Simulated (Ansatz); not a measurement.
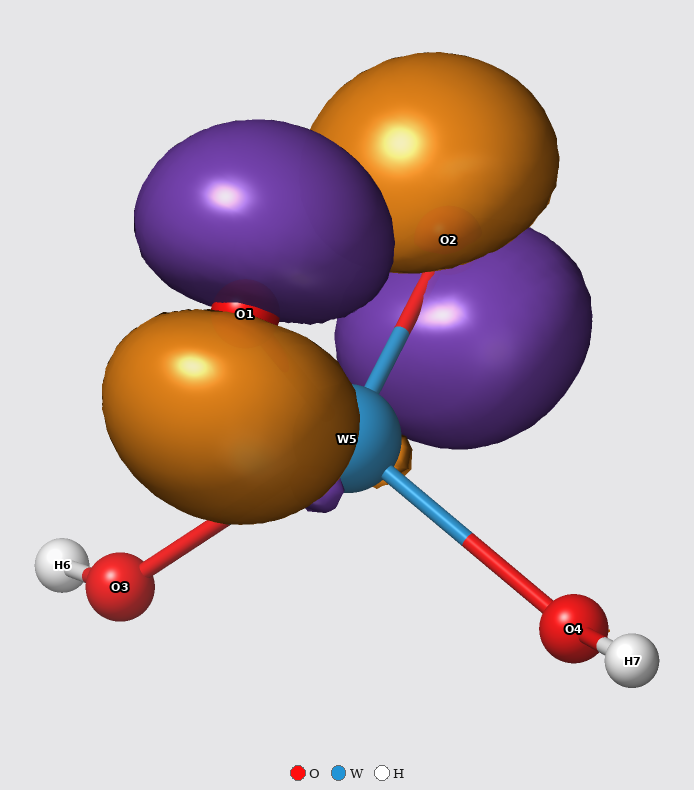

The picture shows: H$_{2}$O$_{4}$W (SMILES [O]=[W](=[O])([OH])[OH]). The HOMO at ±0.15 Å⁻³ᐟ² (orange and purple are the two phases), seen at an oblique angle.

Geometry: PBE0-D4/def2-SVP; core potentials replace the inner electrons of W.

The calculation used isolated molecule in a Gaussian basis; Kohn-Sham density functional theory, functional PBE0 in Ansatz.

```xyz
7

O     2.3652    2.4214    0.4977
O     2.7273   -0.3017    0.4288
O     3.2161    1.2235   -2.0292
O     0.3549    0.7911   -0.8837
W     2.1749    1.0342   -0.4736
H     3.9539    0.6896   -2.3418
H    -0.4066    1.3237   -0.6315
```

Describe this orbital and give its energy.

Answer. It lies mainly on O1 (about 45 %) and O2 (about 45 %); largely a combination of lone pairs on O1 and O2. Its energy is −8.94 eV.
